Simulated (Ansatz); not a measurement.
# Phonon transport in CeO2 (Fm-3m)

How well does the lattice of CeO2 conduct heat?

What experiment has found for this phase:
- thermal conductivity 10.8 W/m/K near room temperature (given in “Predicting the lattice thermal conductivity of solids by solving the Boltzmann transport equation: AFLOW - AAPL an automated, accurate and efficient framework”, 2017, arXiv:1611.05481)

Method: DFT LDA, scalar-relativistic, plane waves, PAW; PAW set soft_1, in Ansatz 0.2.0.

## (1) Set-up

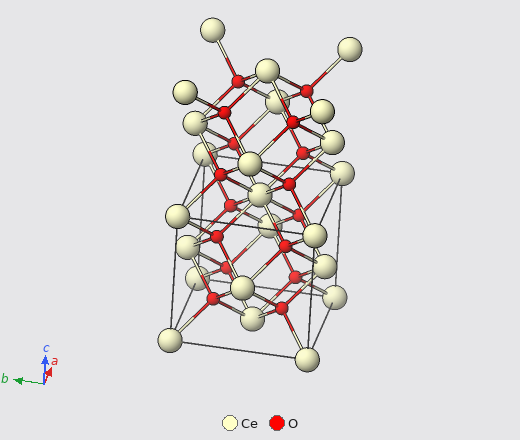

The cell as given, from a free direction (cerium light yellow, oxygen red). 1×1×2 cells are drawn. This picture shows the conventional cell, with its axes. Some periodic images of atoms are drawn too.

Structure file:

```cif
data_structure
_symmetry_space_group_name_H-M 'Fm-3m'
_symmetry_Int_Tables_number 225
_cell_length_a 5.4073
_cell_length_b 5.4073
_cell_length_c 5.4073
_cell_angle_alpha 90.000
_cell_angle_beta 90.000
_cell_angle_gamma 90.000
_cell_volume 158.10
loop_
_atom_site_label
_atom_site_type_symbol
_atom_site_symmetry_multiplicity
_atom_site_Wyckoff_symbol
_atom_site_fract_x
_atom_site_fract_y
_atom_site_fract_z
_atom_site_occupancy
Ce1 Ce 4 a 0.00000 0.00000 0.00000 1
O1 O 8 c 0.25000 0.75000 0.75000 1
```

## (2) Probe on a coarse mesh

Before spending time, one coarse run tells the gap and the pressure of the starting cell.

The input, input.yaml:

```yaml
crystal:
  lattice:
    - [0.0, 2.70365, 2.70365]
    - [2.70365, 0.0, 2.70365]
    - [2.70365, 2.70365, 0.0]
  atoms:
    - { symbol: Ce, position: [0.0, 0.0, 0.0] }
    - { symbol: O, position: [0.25, 0.25, 0.25] }
    - { symbol: O, position: [0.75, 0.75, 0.75] }
kpoints:
  mp_grid: { grid: [6, 6, 6] }
hamiltonian:
  xc: lda
  pseudopotentials: { kind: paw, azcp: { folder: soft_1 }, xc_functional: pbe }
scf:
  occupations: { method: gaussian, width: 0.1 }
  lower_state_search: "off"
output:
  forces: true
  stress: true
  eigenvalues: true
```

Launch:

```console
ansatz run input.yaml --threads 18 --pin off --max-ram 92160MiB --backend cuda --events-out ev --progress --plain --runs-dir out --max-vram 78GiB
```

Numbers of over 12 decimals in the logs are rounded to 6 here.

Log:

```text
band count auto-derived: 22 (N_el = 24.0; filled up to band 12; 16 by the electrons, moments and atoms)
Engine: ansatz 0.2.0, aarch64-unknown-linux-gnu
Pseudopotentials: kind: paw
Pseudopotential: Ce, paw, valence charge 12, recommended cutoff 420 eV (normal), soft_1/Ce.paw.azcp
Pseudopotential: O, paw, valence charge 6, recommended cutoff 420 eV (normal), soft_1/O.paw.azcp
Functional definition: SPW92
  exchange = slater_x
  correlation = pw_c
device memory: the entry about to start is reckoned to put 0.8 GiB on a device that reports 175.9 GiB free (of which the cap on the GPU budget leaves the run 78.0 GiB)
GPU FFT provider: cuFFT
GPU libraries: cuBLAS 13.8.1, cuFFT 12.4.0, cuSOLVER 12.3.2
GPU matrix products: emulated (plane waves: as basis.precision tells), large ones in fixed point in workspaces of 1.00 GiB
Crystal: 3 atoms, lattice volume = 39.526 Å³
Basis set: ecut = 420 eV, 749 PW (Γ)
Bands: 22, of which v1, the nominal top of the filled ones, is band 12 counted from 1 (11 counted from 0)
Symmetry: 48 space group operations
Space group: Fm-3m (ITA 225), of the structure as read, at distance tolerance 3.4e-5 Å
k-points: 16 of 216
Non-local potential: Ce, projectors of the file, l = 0: 3, l = 1: 2, l = 2: 2, l = 3: 3
Non-local potential: O, projectors of the file, l = 0: 2, l = 1: 2, l = 2: 1
PAW form: soft (Blöchl's): semilocal exchange-correlation on the pseudo side does not see the compensation charge
PAW frozen core: Ce, regenerated for the run's functional, and the local potential with it (the file was generated under x = pbe(κ = 0.804, μ = 0.219515), c = pbe(β = 0.066725))
PAW frozen core: O, regenerated for the run's functional, and the local potential with it (the file was generated under x = pbe(κ = 0.804, μ = 0.219515), c = pbe(β = 0.066725))
PAW one-centre angular grid: Ce, 590 points (default); XC on 64 Gauss nodes
PAW one-centre angular grid: O, 110 points (default); XC on 64 Gauss nodes
Initial density: superposition of atomic densities (chi_scale 0.1, normalization cell, long waves kept (reshape's long-wave potential 0.00 eV rms))
Initial wavefunctions: pseudopotential atomic-orbital guess
GPU buffer pool allocated for 19683 grid points (all kernels)
GPU transforms: local potential and band sums: pruned to the plane-wave sphere, on 25×25×25
Functional: x = slater, c = lda
SCF iter   1: F=—  HF=-7514.013364 eV  |F-HF|=—  |Δ(HF+E_count)|=         —  Δρ=5.56e-2  dr2=9.88e-1  ethr=3.10e-3  ⟨swp⟩=5.0  Hψ=1414  notcnv=0
preconditioner: auto → none  [insulator: Δε(μ)=1.861 eV  Ē_g=11.720 eV  σ=0.100 eV  W_gap=1.00  n_scr=14 (ndim 8)  ℏωp=27.7 eV  f_vac=0.000  D(μ)=0.00/eV (n_scr^D=0)  ε∞_Penn≈6.6]
SCF iter   2: F=—  HF=-7513.825943 eV  |F-HF|=—  |Δ(HF+E_count)|=   1.87e-1  Δρ=1.94e-2  dr2=1.41e-1  ethr=3.10e-3  ⟨swp⟩=2.9  Hψ=665  notcnv=0  defer=47
SCF iter   3: F=—  HF=-7513.811819 eV  |F-HF|=—  |Δ(HF+E_count)|=   1.41e-2  Δρ=5.13e-3  dr2=4.76e-3  ethr=5.89e-4  ⟨swp⟩=3.1  Hψ=577  notcnv=0  defer=48
SCF iter   4: F=—  HF=-7513.811649 eV  |F-HF|=—  |Δ(HF+E_count)|=   1.71e-4  Δρ=9.06e-4  dr2=3.17e-4  ethr=1.98e-5  ⟨swp⟩=2.0  Hψ=552  notcnv=0  defer=48
SCF iter   5: F=—  HF=-7513.811697 eV  |F-HF|=—  |Δ(HF+E_count)|=   4.86e-5  Δρ=1.56e-4  dr2=1.20e-5  ethr=1.32e-6  ⟨swp⟩=2.1  Hψ=459  notcnv=0  defer=48
SCF iter   6: F=—  HF=-7513.811655 eV  |F-HF|=—  |Δ(HF+E_count)|=   4.23e-5  Δρ=2.60e-5  dr2=2.02e-7  ethr=5.00e-8  ⟨swp⟩=1.0  Hψ=352  notcnv=0  defer=48
SCF iter   7: F=-7513.811655 eV  HF=-7513.811655 eV  |F-HF|=3.27e-11  |Δ(HF+E_count)|=   7.89e-9  Δρ=1.49e-6  dr2=6.53e-10  ethr=4.17e-10  ⟨swp⟩=9.1  Hψ=1642  notcnv=0
SCF 1 converged in 7 iterations: F = -7513.811655 eV  dr2 = 6.53e-10
  greatest PAW one-centre occupation: 0.982 electrons in one spin orbital (limit 2), on the Ce atom at site 0 (counted from 0), in its partial waves of l = 0
SCF converged after 7 iterations
Free energy (F): -7513.811655 eV
Harris-Foulkes:  -7513.811655 eV  (|F-HF|=3.27e-11)
Internal energy: -7513.811655 eV  (E = F + TS)
E sigma→0 (E₀):  -7513.811655 eV
Fermi energy:    11.382410 eV
--- Per-component energies (eV) ---
  E_band       = 15.654938
  E_kinetic    = 576.110533
  E_local      = -921.896822  (includes V_loc(G=0)·N_el)
  E_nonlocal   = 210.493429
  E_hartree    = 340.560666
  E_xc         = -289.325872
  E_vxc        = -356.439752  (∫ρ·V_xc dr)
  E_paw        = -5699.767673  (= ΣΔE_a)
  E_vpaw       = -173.735817  (= ΣTr[D̂ρ^β])
  E_aug_tail   = 0.001560  (compensation charges beyond the density's cutoff)
  E_ewald      = -1730.615845
  E_core_change = 0.628369  (= ΣΔE_core)
  E_smearing   = -0.000000  (= −TS)
  E_closure    = -0.000000  (closes the sum)
  Σ components = -7513.811655   (vs F -7513.811655, Δ=0.00e0)
--- Forces (eV/Å), atoms counted from 1 ---
  atom   1  Ce    -0.00000000     0.00000000    -0.00000000
  atom   2  O     -0.00000000     0.00000000    -0.00000000
  atom   3  O     -0.00000000     0.00000000    -0.00000000
  max |Σ_I F_I| component: 3.70e-17 eV/Å
--- Stress (GPa, compression-positive) ---
       -5.221041      -0.000000       0.000000
       -0.000000      -5.221041      -0.000000
       -0.000000      -0.000000      -5.221041
  P = ⅓ Tr σ = -5.2210 GPa (-52.210 kbar)
--- Band table (eV; the first three rows and the last of 16) ---
  k-point 0: bands = [... 8 lower, 6.5375, 9.8311, 9.8311, 9.8311, 12.7127, 12.7127, 12.7127, 13.0009, ... 6 higher]
  k-point 1: bands = [... 8 lower, 7.2231, 9.5967, 9.7372, 9.7372, 12.6848, 12.6848, 12.7151, 13.0316, ... 6 higher]
  k-point 2: bands = [... 8 lower, 8.5152, 9.3344, 9.6389, 9.6389, 12.6137, 12.6137, 12.6783, 12.7200, ... 6 higher]
  k-point 15: bands = [... 8 lower, 9.3253, 9.5054, 9.6970, 9.8021, 12.4923, 12.5705, 12.5749, 12.7396, ... 6 higher]
```

Elapsed: 0.85 s, on 1 × NVIDIA GB200 with 18 threads of Arm Neoverse V2, shared host; peak memory 1.1 GiB.

This step gave:

| Property | Result |
| --- | --- |
| pressure | -5.221 GPa |
| gap on the k-mesh | 2.037 eV |
| volume per atom | 13.18 Å³/atom |

The start is under -5.2 GPa at this level and looks like an insulator or semiconductor on this mesh.

## (3) Relaxation

Phonons are second derivatives about a minimum, so cell and atoms are relaxed first, inside the symmetry of the start.

input.yaml, the sections that differ from step 2:

```yaml
kpoints:
  mp_grid: { grid: [10, 10, 10] }
scf:
  occupations: { method: gaussian, width: 0.02 }
  lower_state_search: "off"
relax:
  adjacent_minimum: "off"
  f_tol: 0.005
  max_steps: 80
  cell: { stress_tol: 0.05 }
# crystal, hamiltonian, output: as in step 2
```

Log:

```text
[...]
Crystal: 3 atoms, lattice volume = 39.526 Å³
Basis set: ecut = 420 eV, 749 PW (Γ)
Bands: 22, of which v1, the nominal top of the filled ones, is band 12 counted from 1 (11 counted from 0)
Symmetry: 48 space group operations
[...]
k-points: 47 of 1000
[...]
SCF iter   1: F=—  HF=-7514.013175 eV  |F-HF|=—  |Δ(HF+E_count)|=         —  Δρ=5.56e-2  dr2=9.88e-1  ethr=3.10e-3  ⟨swp⟩=5.6  Hψ=4222  notcnv=0
[...]
SCF iter   2: F=—  HF=-7513.825711 eV  |F-HF|=—  |Δ(HF+E_count)|=   1.87e-1  Δρ=1.94e-2  dr2=1.41e-1  ethr=3.10e-3  ⟨swp⟩=2.9  Hψ=1951  notcnv=0  defer=140
[...]
SCF iter   7: F=-7513.811229 eV  HF=-7513.811229 eV  |F-HF|=1.55e-11  |Δ(HF+E_count)|=   6.19e-9  Δρ=1.47e-6  dr2=6.84e-10  ethr=4.17e-10  ⟨swp⟩=9.1  Hψ=4837  notcnv=0
SCF 1 converged in 7 iterations: F = -7513.811229 eV  dr2 = 6.84e-10
[...]
relax step   1: F+E_penalty+E_count = -7513.81122854 eV  Δ(F+E_penalty+E_count) = +0.000e0 eV  max|allowed force component| = 2.236e-17 eV/Å  Δτ_max = 0.0000 Å  P = -5.223 GPa  Ω = 39.526 Å³  (7 SCF iters, dr2 threshold 1.00e-7 eV, accepted)
[...]
Crystal: 3 atoms, lattice volume = 37.721 Å³
Basis set: ecut = 420 eV, 725 PW (Γ)
[...]
iter 1 solved again at ethr=1.50e-4 eV; its pass at ethr=3.10e-3 eV (dr2=3.59e-2 eV) is discarded
[...]
SCF iter   2: F=—  HF=-7513.858066 eV  |F-HF|=—  |Δ(HF+E_count)|=   2.91e-2  Δρ=2.60e-2  dr2=2.99e-1  ethr=1.49e-4  ⟨swp⟩=3.2  Hψ=2303  notcnv=0  recentre
[...]
SCF iter   7: F=-7513.823635 eV  HF=-7513.823635 eV  |F-HF|=8.94e-9  |Δ(HF+E_count)|=   3.08e-8  Δρ=4.76e-6  dr2=9.46e-9  ethr=1.25e-9  ⟨swp⟩=5.4  Hψ=4212  notcnv=0
SCF 2 converged in 7 iterations: F = -7513.823635 eV  dr2 = 9.46e-9
[...]
relax step   2: F+E_penalty+E_count = -7513.82363458 eV  Δ(F+E_penalty+E_count) = -1.241e-2 eV  max|allowed force component| = 1.064e-16 eV/Å  Δτ_max = 0.0000 Å  P = +4.436 GPa  Ω = 37.721 Å³  energy of the carried Pulay correction = +5.785e-3 eV  (7 SCF iters, dr2 threshold 3.00e-7 eV, accepted)
[...]
relax step   3: F+E_penalty+E_count = -7513.83153531 eV  Δ(F+E_penalty+E_count) = -7.901e-3 eV  max|allowed force component| = 1.681e-16 eV/Å  Δτ_max = 0.0000 Å  P = -0.179 GPa  Ω = 38.529 Å³  energy of the carried Pulay correction = +3.162e-3 eV  (7 SCF iters, dr2 threshold 3.00e-7 eV, accepted)
[...]
relax step   4: F+E_penalty+E_count = -7513.83165640 eV  Δ(F+E_penalty+E_count) = -1.211e-4 eV  max|allowed force component| = 8.481e-17 eV/Å  Δτ_max = 0.0000 Å  P = -0.005 GPa  Ω = 38.497 Å³  energy of the carried Pulay correction = +3.265e-3 eV  (4 SCF iters, dr2 threshold 8.01e-8 eV, accepted)
[...]
relax step   5: F+E_penalty+E_count = -7513.82883786 eV  Δ(F+E_penalty+E_count) = +2.819e-3 eV  max|allowed force component| = 5.860e-17 eV/Å  Δτ_max = 0.0000 Å  P = -0.130 GPa  Ω = 38.497 Å³  stress off target by 1.30e-1 GPa  SCF on the basis re-selected at this cell (its energy is not comparable with the rows above)  (7 SCF iters)
[...]
relax step   6: F+E_penalty+E_count = -7513.82892484 eV  Δ(F+E_penalty+E_count) = -8.698e-5 eV  max|allowed force component| = 1.342e-16 eV/Å  Δτ_max = 0.0000 Å  P = -0.001 GPa  Ω = 38.473 Å³  energy of the carried Pulay correction = +7.714e-5 eV  (4 SCF iters, dr2 threshold 4.25e-8 eV, accepted)
[...]
SCF iter   1: F=—  HF=-7513.828756 eV  |F-HF|=—  |Δ(HF+E_count)|=         —  Δρ=1.11e-5  dr2=1.36e-8  ethr=2.00e-8  ⟨swp⟩=3.4  Hψ=7519  notcnv=0
[...]
SCF iter   2: F=—  HF=-7513.828756 eV  |F-HF|=—  |Δ(HF+E_count)|=   5.52e-9  Δρ=9.39e-6  dr2=3.05e-8  ethr=5.65e-11  ⟨swp⟩=2.4  Hψ=1635  notcnv=0
[...]
SCF iter   5: F=-7513.828756 eV  HF=-7513.828756 eV  |F-HF|=9.09e-13  |Δ(HF+E_count)|=  1.46e-11  Δρ=1.36e-7  dr2=3.53e-12  ethr=1.00e-12  ⟨swp⟩=5.7  Hψ=3663  notcnv=0
SCF 7 converged in 5 iterations: F = -7513.828756 eV  dr2 = 3.53e-12
relax step   7: F+E_penalty+E_count = -7513.82875609 eV  Δ(F+E_penalty+E_count) = +1.687e-4 eV  max|allowed force component| = 1.002e-16 eV/Å  Δτ_max = 0.0000 Å  P = -0.003 GPa  Ω = 38.473 Å³  stress off target by 2.91e-3 GPa  SCF on the basis re-selected at this cell (its energy is not comparable with the rows above)  (5 SCF iters)
basis re-selected at this cell: Δ(F+E_penalty+E_count) = +1.687e-4 eV, ΔP = -0.002 GPa vs the last step (what re-selecting the basis moved, of the pressure what is left beyond the Pulay correction that the steps carried, after the strain that the cell walked since its last selection, with what the two solves' SCF thresholds leave and, on support functions, any second-order correction that the steps lacked; it is no m [...]
SCF converged after 5 iterations
Free energy (F): -7513.828756 eV
[...]
Internal energy: -7513.828756 eV  (E = F + TS)
E sigma→0 (E₀):  -7513.828756 eV
Fermi energy:    11.909502 eV
[...]
--- Stress (GPa, compression-positive) ---
       -0.002909      -0.000000      -0.000000
       -0.000000      -0.002909      -0.000000
       -0.000000      -0.000000      -0.002909
  P = ⅓ Tr σ = -0.0029 GPa (-0.029 kbar)
--- Band table (eV; the first three rows and the last of 47) ---
  k-point 0: bands = [... 8 lower, 6.8148, 10.2255, 10.2255, 10.2255, 13.2598, 13.2598, 13.2598, 13.5698, ... 6 higher]
  k-point 1: bands = [... 8 lower, 7.0948, 10.1280, 10.1870, 10.1870, 13.2491, 13.2491, 13.2608, 13.5826, ... 6 higher]
  k-point 2: bands = [... 8 lower, 7.8102, 9.9222, 10.1029, 10.1029, 13.2146, 13.2146, 13.2635, 13.5881, ... 6 higher]
  k-point 46: bands = [... 8 lower, 9.7814, 9.8683, 10.0912, 10.1786, 13.0071, 13.1236, 13.1295, 13.3196, ... 6 higher]
--- Relaxed structure (5 steps of the walk, 5 accepted, 2 SCFs on fresh bases) ---
  F+E_penalty+E_count = -7513.82875609 eV   max|allowed force component| = 1.002e-16 eV/Å   (the final SCF, on the basis selected at the relaxed cell)
  cell:  # Å, volume = 38.4734 Å³
    - [0, 2.679436, 2.679436]
    - [2.679436, 0, 2.679436]
    - [2.679436, 2.679436, 0]
  atoms:
    - { symbol: Ce, position: [0, 0, 0] }
    - { symbol: O, position: [0.250000, 0.250000, 0.250000] }
    - { symbol: O, position: [0.75, 0.75, 0.75] }
```

The job ended after 3.6 s (1 × NVIDIA GB200 with 18 threads; peak memory 1 GiB; 9 s of CPU time).

Step by step:

```csv
step,energy less that of the first step (eV),largest force component (eV/Å),pressure (GPa),volume (Å³)
1,0.0000,0.0000,-5.22,39.53
2,-0.0124,0.0000,4.44,37.72
3,-0.0203,0.0000,-0.18,38.53
4,-0.0204,0.0000,0.00,38.50
5,-0.0176,0.0000,-0.13,38.50
6,-0.0177,0.0000,0.00,38.47
7*,-0.0175,0.0000,0.00,38.47
```

Relaxation steps marked * repeat the geometry before them on a plane-wave basis chosen anew for their cell, so energy and pressure can jump there. The log counts 2 steps on a newly chosen plane-wave basis, not all of them marked here; energy and pressure can jump at such steps.

The run keeps the 48 symmetry operations that it works with, so distortions that break them were not tested.

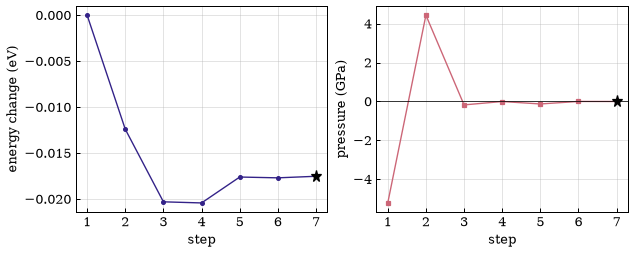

Energy and pressure along the relaxation. Stars mark steps on a basis chosen anew.

| conventional cell, symmetrised | before | after | change |
| --- | --- | --- | --- |
| a (Å) | 5.407 | 5.359 | -0.9 % |
| b (Å) | 5.407 | 5.359 | -0.9 % |
| c (Å) | 5.407 | 5.359 | -0.9 % |
| volume (Å³/atom) | 13.18 | 12.82 | -2.7 % |

The relaxed structure:

```
Ce O
1.0
     0.00000    2.67944    2.67944
     2.67944    0.00000    2.67944
     2.67944    2.67944    0.00000
Ce O
1 2
Direct
  0.00000 0.00000 0.00000
  0.25000 0.25000 0.25000
  0.75000 0.75000 0.75000
```

Numbers from this step:

- pressure: -0.002909 GPa
- gap on the k-mesh: 2.016 eV
- volume per atom: 12.82 Å³/atom

The relaxation ends with a pressure of 0.00 GPa.

## (4) Relaxing to small residual forces and stress

The thresholds are tightened for a last relaxation ahead of the phonons, and where mesh or smearing change with them the cell follows.

input.yaml, the sections that differ from step 3:

```yaml
crystal:
  lattice:
    - [0.0, 2.6794360517, 2.6794360517]
    - [2.6794360517, 0.0, 2.6794360517]
    - [2.6794360517, 2.6794360517, 0.0]
  atoms:
    - { symbol: Ce, position: [0.0, 0.0, 0.0] }
    - { symbol: O, position: [0.25, 0.25, 0.25] }
    - { symbol: O, position: [0.75, 0.75, 0.75] }
kpoints:
  mp_grid: { grid: [12, 12, 12] }
scf:
  occupations: { method: fixed }
  lower_state_search: "off"
relax:
  adjacent_minimum: "off"
  f_tol: 0.001
  max_steps: 60
  cell: { stress_tol: 0.01 }
# hamiltonian, output: as in step 3
```

Log:

```text
[...]
GPU FFT provider: cuFFT
GPU libraries: cuBLAS 13.8.1, cuFFT 12.4.0, cuSOLVER 12.3.2
[...]
Crystal: 3 atoms, lattice volume = 38.473 Å³
Basis set: ecut = 420 eV, 749 PW (Γ)
Bands: 16, of which v1, the nominal top of the filled ones, is band 12 counted from 1 (11 counted from 0)
Symmetry: 48 space group operations
[...]
k-points: 72 of 1728
[...]
--- Relaxed structure (1 steps of the walk, 1 accepted, 1 SCFs on fresh bases) ---
[...]
cell:  # Å, volume = 38.4734 Å³
    - [0.0, 2.6794360517, 2.6794360517]
    - [2.6794360517, 0.0, 2.6794360517]
    - [2.6794360517, 2.6794360517, 0.0]
  atoms:
    - { symbol: Ce, position: [0.0, 0.0, 0.0] }
    - { symbol: O, position: [0.25, 0.25, 0.25] }
    - { symbol: O, position: [0.75, 0.75, 0.75] }
[key lines of the parts left out:]
SCF converged after 5 iterations
Free energy (F): -7513.828811 eV
Fermi energy:    10.919858 eV
P = ⅓ Tr σ = -0.0030 GPa (-0.030 kbar)
```

Wall time 1.6 s (1 × NVIDIA GB200 with 18 threads); peak memory 1.1 GiB.

Little changed from the start: no atom moved by 0.005 Å and no cell edge by 0.1 %.

This step gave:

```yaml
pressure: -0.002983 GPa
gap_on_the_k_mesh: 1.997 eV
```

The residual pressure is -0.0030 GPa, small enough for phonons.

## (5) An input with a fault

This input was changed on purpose, to see how the program answers.

input.yaml, the sections that differ from step 4:

```yaml
kpoints:
  mp_grid: { grid: [9, 9, 9] }
scf:
  occupations: { method: fixed }
  lower_state_search: "off"
  max_iter: 60
output:
  eigenvalues: true
phonons:
  supercell: [2, 2, 2]
  dielectric: false
  third_order: { supercell: [2, 2, 2], pair_cutoff: 2.47 }
  lattice_thermal_conductivity:
    qmesh: [11, 11, 11]
    temperatures: [300]
    isotope_mass_variance:
      - { species: Ce, variance: 2.25e-05 }
      - { species: O, variance: 3.359e-05 }
# crystal, hamiltonian: as in step 4
# relax: removed
```

Log:

```text
Error: 6 input errors — fix all and re-run
  1. invalid value for `phonons.supercell`: axis 0: the count 2 must divide kpoints.mp_grid.grid dimension 9 — the displaced supercells solve the k-mesh folded onto them, whose points must be the deck's own; the next dimension that the batch's repeats divide is 10
  2. invalid value for `phonons.supercell`: axis 1: the count 2 must divide kpoints.mp_grid.grid dimension 9 — the displaced supercells solve the k-mesh folded onto them, whose points must be the deck's own; the next dimension that the batch's repeats divide is 10
  3. invalid value for `phonons.supercell`: axis 2: the count 2 must divide kpoints.mp_grid.grid dimension 9 — the displaced supercells solve the k-mesh folded onto them, whose points must be the deck's own; the next dimension that the batch's repeats divide is 10
  4. invalid value for `phonons.third_order.supercell`: axis 0: the count 2 must divide kpoints.mp_grid.grid dimension 9 — the displaced supercells solve the k-mesh folded onto them, whose points must be the deck's own; the next dimension that the batch's repeats divide is 10
  5. invalid value for `phonons.third_order.supercell`: axis 1: the count 2 must divide kpoints.mp_grid.grid dimension 9 — the displaced supercells solve the k-mesh folded onto them, whose points must be the deck's own; the next dimension that the batch's repeats divide is 10
  6. invalid value for `phonons.third_order.supercell`: axis 2: the count 2 must divide kpoints.mp_grid.grid dimension 9 — the displaced supercells solve the k-mesh folded onto them, whose points must be the deck's own; the next dimension that the batch's repeats divide is 10
```

Elapsed: 0.03 s, on 18 threads; peak memory 0.035 GiB.

The input was rejected at the start.

The program's message: “Error: 6 input errors — fix all and re-run
  1. invalid value for `phonons.supercell`: axis 0: the count 2 must divide kpoints.mp_grid.grid dimension 9 — the displaced supercells solve the k-mesh fold …”

The fault put into the input: a k mesh that the supercell doesn't divide.

[end of part 1 of 2]

[Logs are printed without paths, hosts, clocks, repeated set-up lines and the standing remarks that a program may print on its own settings, such as how far it seeks lower states.]

[Hosts, paths, dates, database ids (printed as entryN), source tags and the programs' standing remarks are cut or masked in the printed files.]

[A step with changed settings may run another functional than the one named; its input shows which.]
